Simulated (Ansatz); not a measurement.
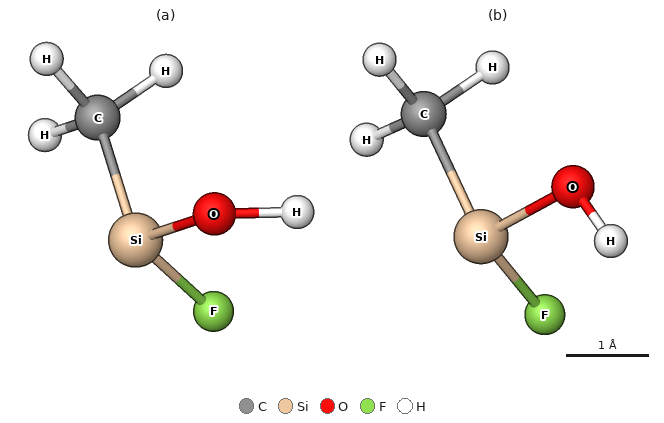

The structure of CH$_{4}$FOSi (multiplicity 2) (coarse preliminary run) before (left) and after (right) a relaxation, at one scale.

Style: ball-and-stick. Shown from a free direction.

The start comes from a force field.

These are results of Ansatz 0.2.0, UKS PBE-D4/def2-SVP, not measurements.

Input file:
```yaml
crystal:
  periodic: [false, false, false]
  atoms:
    - {symbol: C, position_ang: [-0.645100, 0.822900, -0.018400]}
    - {symbol: Si, position_ang: [-0.229000, -0.915000, 0.109400]}
    - {symbol: O, position_ang: [1.133300, -1.147800, 0.970800]}
    - {symbol: F, position_ang: [0.167900, -1.439800, -1.369900]}
    - {symbol: H, position_ang: [0.106800, 1.443900, -0.516800]}
    - {symbol: H, position_ang: [-0.891000, 1.319800, 0.952500]}
    - {symbol: H, position_ang: [-1.569400, 0.994000, -0.632300]}
    - {symbol: H, position_ang: [2.018700, -1.135000, 0.448900]}
basis:
  gaussian: {orbitals: def2-SVP}
magnetization: {spin_polarized: true, initial_magnetization: 1}
hamiltonian: {xc: pbe, dispersion: d4}
relax: {f_tol: 0.03, max_steps: 200}
```

Run as
```bash
ansatz run in.yaml --threads 4 --pin off --events-out ev --progress --plain --max-ram 10444MiB
```

Question: What changed between the two?

Answer: The largest move after the best rigid fit is that of H8, 0.66 Å. By element the largest moves are H 0.66 Å, O 0.51 Å, Si 0.17 Å, F 0.17 Å, C 0.11 Å. Some distances before and after: C1–Si2 1.792 → 1.883 Å, O3–H8 1.028 → 0.974 Å, Si2–O3 1.629 → 1.681 Å, Si2–F4 1.619 → 1.653 Å. Among the angles between lasting bonds that change: Si2–C1–H5 115.0° → 108.7°, C1–Si2–O3 111.8° → 105.7°, O3–Si2–F4 103.4° → 109.2°. Groups turn about Si2–O3 by about 90°. After 15 accepted moves (16 points after the start) the energy has fallen by 36.2 kJ/mol. The largest force component goes from 3.1 to 0.012 eV/Å. The line search rejected the trial step at point 5 of the run.
